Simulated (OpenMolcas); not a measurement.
# One shape, several levels: SiH2O2F2 (SMILES O[Si](O)(F)F)

We compute a comparison of 6 runs (HF/3-21G, B3LYP/6-31G*, B2PLYP/def2-SVP, M06-2X/def2-SVP, SVWN5/def2-SVP, TPSS/def2-SVP) of SiH2O2F2. 

The calculation is run with OpenMolcas 26.06.

1 further run of the same task is left out (set aside as unsound or not needed).

## (1) The system as given

SiH2O2F2 has 7 atoms, charge 0, and is taken as a singlet. SMILES: `O[Si](O)(F)F`. The coordinates come from a PBE0-D4/def2-TZVP relaxation. This is one conformer, not always the lowest.

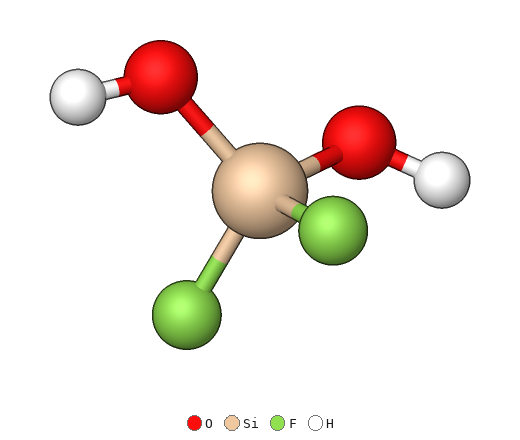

Viewed from a chosen angle; oxygen red, silicon light orange, fluorine green, hydrogen white.

## (2) Energy and forces at HF/3-21G (run 1)

Contents of run.input:

```
* F2H2O2Si Hartree-Fock

&GATEWAY
 BasLib
 $CurrDir
 Coord
 7
 angstrom
 O       -1.123000       0.443800       0.890500
 Si      -0.011100      -0.018100      -0.177300
 O        1.321200      -0.386600       0.646700
 F       -0.483500      -1.262700      -1.033600
 F        0.238000       1.131800      -1.236100
 H       -1.829300       1.022300       0.602200
 H        1.948900      -0.998500       0.262000
 Basis
 3-21G
 Group
 NoSym

&SEWARD

&SCF
 Thresholds
 1e-10 1e-07 1e-07 1e-05
 PrOrbitals
 0

&ALASKA
```

The basis set 3-21G is read from a file made from the Basis Set Exchange's data (not shown).

Run with:

```bash
$ export MOLCAS_MEM=1860
$ pymolcas run.input > run.log
```

Output:

```text
--- Start Module: gateway ---
[...]
--- Stop Module: gateway /rc=_RC_ALL_IS_WELL_ ---
[...]
      Basis functions           53
[...]
--- Start Module: scf ---
[...]
       Convergence after  12 Iterations
[...]
::    Total SCF energy                               -635.4983486676
[...]
      Total spin, S                                     0.0000000000
[...]
      Total electronic charge=   50.000000
      Total            charge=   -0.000000
[...]
      Dipole Moment (debye):
      Origin of the operator (angstrom)=   -0.0168   -0.0205   -0.2263
                   X= -1.0574E-01               Y= -4.5008E-02               Z= -9.0965E-01           Total=  9.1688E-01
      Quadrupole Moment (debye*angstrom):
[...]
 *              Molecular gradients               *
 **************************************************
  Irreducible representation: a
 ------------------------------------------------------------------------------------------
                              X                       Y                       Z
 ------------------------------------------------------------------------------------------
  O1                1.63546787410098E-02   -9.44011836956538E-03    3.95907585511601E-03
  SI2              -1.85548743225544E-03   -7.78559698097481E-04   -1.61157523027649E-02
  O3               -1.50517771514824E-02    9.88271743969693E-03    6.62041827461657E-03
  F4                4.31892561936298E-03    1.35645172989314E-02    1.09969940928760E-02
  F5               -1.53763913878890E-03   -1.23911457241839E-02    1.29645041806565E-02
  H6                9.83979386456735E-03   -4.10227930963103E-03   -1.03276048271823E-02
  H7               -1.20684945024858E-02    3.26486836292128E-03   -8.09763527332841E-03
 ------------------------------------------------------------------------------------------
[...]
```

It took 1.7 s on 1 thread of Intel Xeon 6975P-C (Granite Rapids), shared host; peak memory 0.38 GiB.

## (3) Energy and forces at B3LYP/6-31G(d) (Cartesian functions) (run 2)

Contents of mol.inp:

```
>>> EXPORT MOLCAS_PRINT=2

&gateway
 baslib=$CurrDir
 coord
 7
 angstrom
 O       -1.123000       0.443800       0.890500
 Si      -0.011100      -0.018100      -0.177300
 O        1.321200      -0.386600       0.646700
 F       -0.483500      -1.262700      -1.033600
 F        0.238000       1.131800      -1.236100
 H       -1.829300       1.022300       0.602200
 H        1.948900      -0.998500       0.262000
 basis=6-31Gs
 group=NoSym

&seward
 gridinput
 Grid=UltraFine
 End of Grid

&scf
 ksdft=B3LYP
 thresholds=1e-10 1e-07 1e-07 1e-05
 prorbitals=0

&alaska
```

The basis set 6-31G* is read from a file made from the Basis Set Exchange's data (not shown).

Run with:

```bash
$ export MOLCAS_MEM=1860
$ pymolcas mol.inp > mol.log
```

Output:

```text
--- Start Module: gateway ---
[...]
--- Stop Module: gateway /rc=_RC_ALL_IS_WELL_ ---
[...]
      Basis functions           83
[...]
--- Start Module: scf ---
[...]
       Convergence after  12 Iterations
[...]
::    Total KS-DFT energy                            -641.0385752108
[...]
      Total spin, S                                     0.0000000000
[...]
      Total electronic charge=   50.000000
      Total            charge=   -0.000000
[...]
      Dipole Moment (debye):
      Origin of the operator (angstrom)=   -0.0168   -0.0205   -0.2263
                   X= -5.5398E-02               Y= -2.3613E-02               Z= -4.7690E-01           Total=  4.8069E-01
      Quadrupole Moment (debye*angstrom):
[...]
 *              Molecular gradients               *
 **************************************************
  Irreducible representation: a
 ------------------------------------------------------------------------------------------
                              X                       Y                       Z
 ------------------------------------------------------------------------------------------
  O1                3.40015501783064E-03    1.03752875961538E-03   -1.21968521198710E-02
  SI2               1.51389611863367E-04    7.23481809871973E-05    1.10373214584980E-03
  O3               -6.03322911406323E-03   -2.26518505837747E-03   -1.09779579869613E-02
  F4                3.62845464200490E-03    1.05953118200084E-02    7.05189332267508E-03
  F5               -1.80382422530556E-03   -9.82558968783565E-03    8.69435845452671E-03
  H6                5.65088752378795E-03   -4.98843688217887E-03    2.77741271040910E-03
  H7               -4.99383345616522E-03    5.37402286769284E-03    3.54741347333398E-03
 ------------------------------------------------------------------------------------------
[...]
```

Wall time 16 s (1 thread of Intel Xeon 6975P-C (Granite Rapids), shared host); peak memory 0.46 GiB.

Run 3 isn't shown in full; the table further down has it.

## (4) Energy and forces at M06-2X/def2-SVP (run 4)

Contents of test.inp:

```
* F2H2O2Si Kohn-Sham DFT
&GATEWAY
BASLIB=$CurrDir
BASISSET
O.def2-SVP....
O1 -1.123000 0.443800 0.890500 angstrom
O3 1.321200 -0.386600 0.646700 angstrom
End of Basis
BASISSET
Si.def2-SVP....
Si2 -0.011100 -0.018100 -0.177300 angstrom
End of Basis
BASISSET
F.def2-SVP....
F4 -0.483500 -1.262700 -1.033600 angstrom
F5 0.238000 1.131800 -1.236100 angstrom
End of Basis
BASISSET
H.def2-SVP....
H6 -1.829300 1.022300 0.602200 angstrom
H7 1.948900 -0.998500 0.262000 angstrom
End of Basis
&SEWARD
GRIDINPUT
Grid=UltraFine
End of Grid
&SCF
KSDFT=M062X
THRESHOLDS=1e-10 1e-07 1e-07 1e-05
PRORBITALS=1 2
&ALASKA
```

The basis set def2-SVP is read from a file made from the Basis Set Exchange's data (not shown).

Run with:

```bash
$ export MOLCAS_MEM=1860
$ pymolcas test.inp > test.log
```

Output:

```text
--- Start Module: gateway ---
[...]
--- Stop Module: gateway /rc=_RC_ALL_IS_WELL_ ---
[...]
      Basis functions           84
[...]
--- Start Module: scf ---
[...]
       Convergence after  12 Iterations
[...]
::    Total KS-DFT energy                            -640.5534209509
[...]
      Total spin, S                                     0.0000000000
[...]
      Total electronic charge=   50.000000
      Total            charge=   -0.000000
[...]
      Dipole Moment (debye):
      Origin of the operator (angstrom)=   -0.0168   -0.0205   -0.2263
                   X= -3.9127E-02               Y= -1.6660E-02               Z= -3.3735E-01           Total=  3.4002E-01
      Quadrupole Moment (debye*angstrom):
[...]
 *              Molecular gradients               *
 **************************************************
  Irreducible representation: a
 ------------------------------------------------------------------------------------------
                              X                       Y                       Z
 ------------------------------------------------------------------------------------------
  O1                5.25575682569013E-03   -1.32777273900109E-03   -6.09684237656793E-03
  O3               -6.46478626525493E-03    7.01091101346085E-04   -4.87707749773492E-03
  SI2              -1.39792075509804E-03   -5.84650030890664E-04   -1.21913656119523E-02
  F4                4.85112567735246E-03    1.35533693055159E-02    9.73270949789473E-03
  F5               -2.34430161788346E-03   -1.24941570505399E-02    1.18575325196559E-02
  H6                3.36970118172353E-03   -2.53933135225015E-03    5.08397027879637E-04
  H7               -3.26957504654857E-03    2.69145076577182E-03    1.06664644066168E-03
 ------------------------------------------------------------------------------------------
[...]
```

Wall time 18 s (1 thread of Intel Xeon 6975P-C (Granite Rapids), shared host); peak memory 0.47 GiB.

Run 5 isn't shown in full; the table further down has it.

## (5) Energy and gradient at TPSS/def2-SVP (run 6)

Contents of test.input:

```
&GATEWAY
BASLIB = $CurrDir
COORD
7
angstrom
O       -1.123000       0.443800       0.890500
Si      -0.011100      -0.018100      -0.177300
O        1.321200      -0.386600       0.646700
F       -0.483500      -1.262700      -1.033600
F        0.238000       1.131800      -1.236100
H       -1.829300       1.022300       0.602200
H        1.948900      -0.998500       0.262000
BASIS = def2-SVP
GROUP = NoSym
&SEWARD
GRIDINPUT
Grid=UltraFine
End of Grid
&SCF
KSDFT = 2
1.0 MGGA_X_TPSS
1.0 MGGA_C_TPSS
THRESHOLDS = 1e-10 1e-07 1e-07 1e-05
PRORBITALS = 0
&ALASKA
```

The basis set def2-SVP is read from a file made from the Basis Set Exchange's data (not shown).

Run with:

```bash
$ export MOLCAS_MEM=1860
$ pymolcas test.input > test.log
```

Output:

```text
--- Start Module: gateway ---
[...]
--- Stop Module: gateway /rc=_RC_ALL_IS_WELL_ ---
[...]
      Basis functions           84
[...]
--- Start Module: scf ---
[...]
       Convergence after  14 Iterations
[...]
::    Total KS-DFT energy                            -640.7184702203
[...]
      Total spin, S                                     0.0000000000
[...]
      Total electronic charge=   50.000000
      Total            charge=   -0.000000
[...]
      Dipole Moment (debye):
      Origin of the operator (angstrom)=   -0.0168   -0.0205   -0.2263
                   X= -3.2125E-02               Y= -1.3718E-02               Z= -2.7719E-01           Total=  2.7938E-01
      Quadrupole Moment (debye*angstrom):
[...]
 *              Molecular gradients               *
 **************************************************
  Irreducible representation: a
 ------------------------------------------------------------------------------------------
                              X                       Y                       Z
 ------------------------------------------------------------------------------------------
  O1                5.63852952526211E-03    1.28952425346851E-03   -1.85341174769498E-02
  SI2              -1.09253727298048E-03   -4.55882318395953E-04   -9.55493525570361E-03
  O3               -9.66118949997252E-03   -3.10757518077587E-03   -1.65767539147996E-02
  F4                8.76504488014973E-03    2.33568033786220E-02    1.61677729373189E-02
  F5               -4.56550647206999E-03   -2.15803908080723E-02    1.99436334154015E-02
  H6                9.19567339517169E-03   -7.59591979348961E-03    3.62626867123583E-03
  H7               -8.28001455588545E-03    8.09344046856975E-03    4.92813162335448E-03
 ------------------------------------------------------------------------------------------
[...]
```

It took 21 s on 1 thread of Intel Xeon 6975P-C (Granite Rapids), shared host; peak memory 0.46 GiB.

## (6) Overview of the runs

```
run                               level  Cartesian functions  integration grid  energy (Eh)  dipole moment (D)  HOMO energy (eV)  LUMO energy (eV)  wall time
  1                            HF/3-21G                   no                 –  -635.498349               0.92            -14.50              5.12      1.7 s
  2  B3LYP/6-31G* (Cartesian functions)                  yes         UltraFine  -641.038575               0.48             -9.41              0.54       16 s
  3                     B2PLYP/def2-SVP                   no         UltraFine  -640.289765               0.33            -11.70              1.92       11 s
  4                     M06-2X/def2-SVP                   no         UltraFine  -640.553421               0.34            -11.69              1.59       18 s
  5                      SVWN5/def2-SVP                   no         UltraFine  -637.201505               0.29             -8.06             -0.23       11 s
  6                       TPSS/def2-SVP                   no         UltraFine  -640.718470               0.28             -8.05              0.13       21 s
```

## (7) What came out

| quantity | value |
| --- | --- |
| run 6: total energy | -640.71847 Eh |
| run 6: dipole moment | 0.28 D |
| run 6: HOMO energy | -8.05 eV |
| run 6: LUMO energy | 0.13 eV |
| run 6: HOMO–LUMO gap | 8.17 eV |
| run 6: largest force on an atom | 1.529 eV/Å |

What this shows: The dipole moment (its size) runs from 0.28 D (TPSS/def2-SVP) to 0.92 D (HF/3-21G). The two ends differ in method and basis. The HOMO–LUMO gap runs from 7.83 eV (SVWN5/def2-SVP) to 19.61 eV (HF/3-21G). For B2PLYP the log adds the whole second-order term; the table takes 0.27 of it, as the functional is defined. Totals of different functionals can't be ranked against each other. All runs together took 78 s, the longest 21 s.
